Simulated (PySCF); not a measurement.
Vertical excitations of a molecule C5H8Si from TDA-PBE/def2-SVPD in PySCF 2.14.0, as energy in eV (oscillator strength): 5.82 (0.003), 6.21 (0.002), 6.35 (0.012), 6.52 (0.002), 6.55 (0.030), 6.68 (0.005), 6.72 (0.011), 6.87 (0.015), 6.93 (0.021), 7.02 (0.005). Lowest triplet (TDA): 5.16 eV. The structure is a stationary point at ωB97X-D3(BJ)/def2-SVP. The values are those of a single conformer.

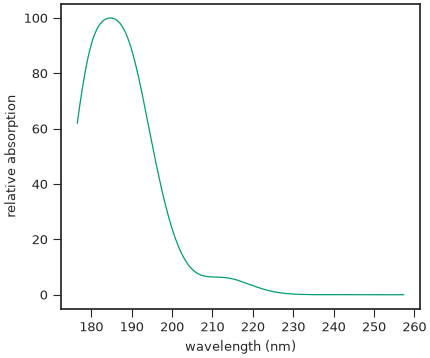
Figure. The lines broadened by 0.4 eV.

### Question
Which structure fits?
(A) C#C[C@@H]1C[C@@H]1[SiH3]
(B) C#C[SiH2]C(=C)C
(C) C=C([SiH3])C#CC
(D) C=C[Si@H]1C=CC1

### Answer
A, C#C[C@@H]1C[C@@H]1[SiH3]
